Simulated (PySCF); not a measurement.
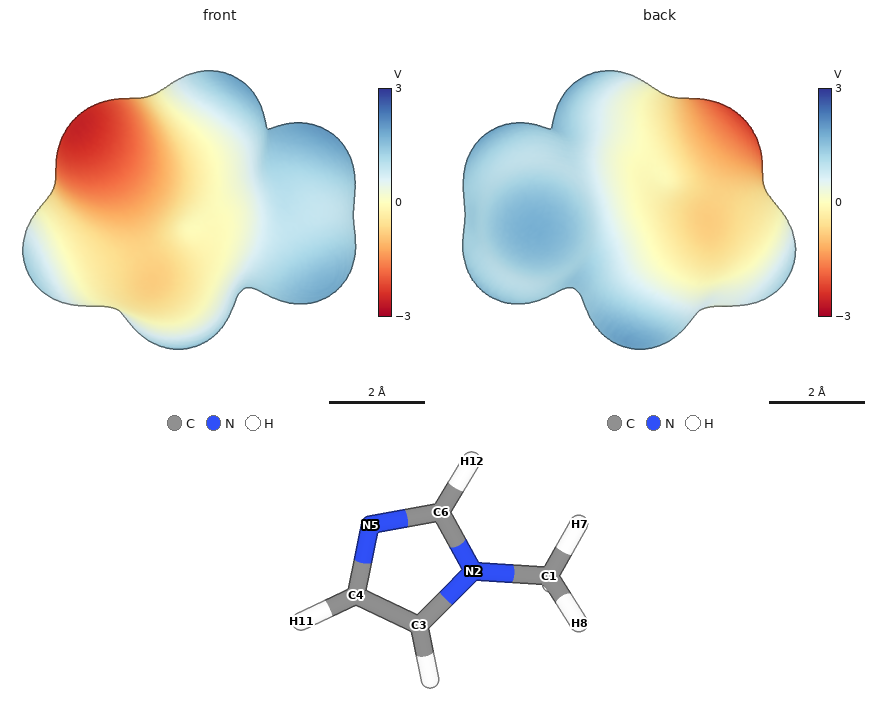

C4H6N2. The electrostatic potential painted on the density surface at 0.004 e/bohr³, seen from the front and from behind; red is negative and blue positive. The bare structure is drawn below in the same view.

Geometry: PBE0-D3(BJ)/ma-def2-SVP.

Computed with DFT single point, gas phase, functional PBE0 in PySCF 2.14.0, density-fitted response routines.

The calculation's input:

```
{"job": {"kind": "sp", "xc": "PBE0", "basis": "ma-def2-TZVP", "d3": "d3bj", "grid": 2}, "charge": 0, "multiplicity": 1}
C     -1.667409    -0.124830    -0.113820
N     -0.241119     0.054007    -0.019255
C      0.712179    -0.933969    -0.049437
C      1.919040    -0.286396     0.079992
N      1.725020     1.061298     0.187873
C      0.427044     1.232205     0.125589
H     -2.155767     0.857119    -0.075061
H     -1.940178    -0.611488    -1.062034
H     -2.043986    -0.734175     0.721522
H      0.452490    -1.984417    -0.157880
H      2.914758    -0.727440     0.099286
H     -0.096973     2.187361     0.179101
```

Run with:

```sh
OMP_NUM_THREADS=1 python redox_run.py task.json out
```

Which sites attract a positive test charge, and which a negative one?

Answer. A positive charge is drawn to the negative regions and a negative charge to the positive ones. The most negative region (about −2.5 V) lies over N5, the most positive (about +1.9 V) over H7 and H10. N5 is the likeliest acceptor of a hydrogen bond.
